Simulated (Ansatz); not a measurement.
CsSnI$_{3}$ (cubic perovskite)

```
CELL_PARAMETERS angstrom
      6.22511     0.00000     0.00000
      0.00000     6.22511     0.00000
      0.00000     0.00000     6.22511
ATOMIC_POSITIONS crystal
  Cs 0.00000 0.00000 0.00000
  Sn 0.50000 0.50000 0.50000
  I  0.00000 0.50000 0.50000
  I  0.50000 0.50000 0.00000
  I  0.50000 0.00000 0.50000
```

In this cell atom 1 (Cs, nearest neighbour I at 4.402 Å; its periodic images, 6.2 Å or more away, move with it) is moved by s along Cartesian [111], unit vector (0.577, 0.577, 0.577); all other atoms and the cell stay fixed.

The numbers are results of r2SCAN (plane waves to 500 eV, PAW, scalar-relativistic; Ansatz, a first-principles code), not measurements. k mesh 5×5×5 (Γ-centred), Fermi-Dirac smearing 0.05 eV. Energies are smeared free energies. Stress and pressure are positive under compression. On this mesh the relaxed cell isn't quite at rest: it carries a pressure of -0.1 GPa (compression positive) at the zero of the scan. CsSnI3 was relaxed with its symmetry unable to fall. Spin-orbit coupling is left out, though I is heavy. The PAW data are Ansatz's earlier set. This is a high-temperature form of CsSnI3. ΔE is measured from the undisplaced structure.

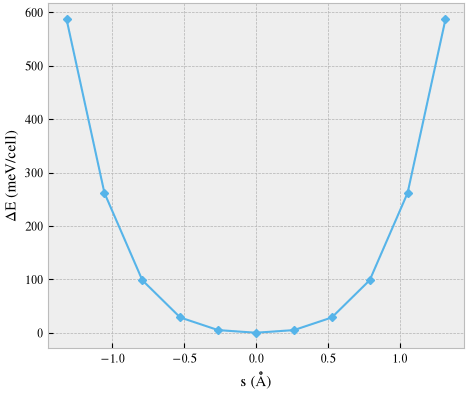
ΔE (meV/cell) against s (Å); markers are the computed points, lines only join them.

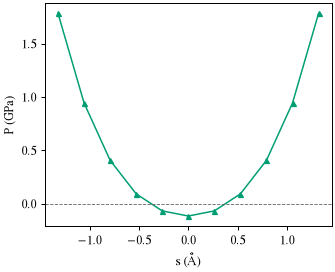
Figure. P (GPa) against s (Å); computed points joined by lines.

The force along the line at s = -1.320 Å is 1.64 eV/Å and the energy at s = 1.320 Å is 587 meV/cell. Shape of the curve: a single well with its minimum at or next to zero displacement. Symmetry of the curve: even: the same for both signs.

With its periodic images moving along, the atom's site symmetry in this cell is m-3m.

(A displaced cell: forces are minus the slopes of the energy, force constants its curvatures, and phonons follow from these.)
